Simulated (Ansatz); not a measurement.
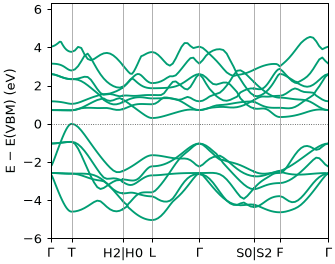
Figure: Band structure from r²SCAN in the plane-wave PAW code Ansatz

Question: Read off the gap and where the band edges lie.

Answer: About 0.3 eV (0.30 eV by a search for the band edges); maximum at T, minimum at L.

The material is ScTlTe$_{2}$ in space group R-3m (No. 166; Sc on 3a, Tl on 3b, Te on 6c).

The first step of the workflow began from a Materials Project structure, measured or hypothetical; the Crystallography Open Database copy checked does not list it. Its standing as an ambient phase is unchecked. Symmetry was held in the r²SCAN relaxation; its stability against distortions is not shown here. No spin polarisation was allowed. Spin–orbit coupling is left out wherever it is not named.

Potentials: the later of the program's two PAW sets.
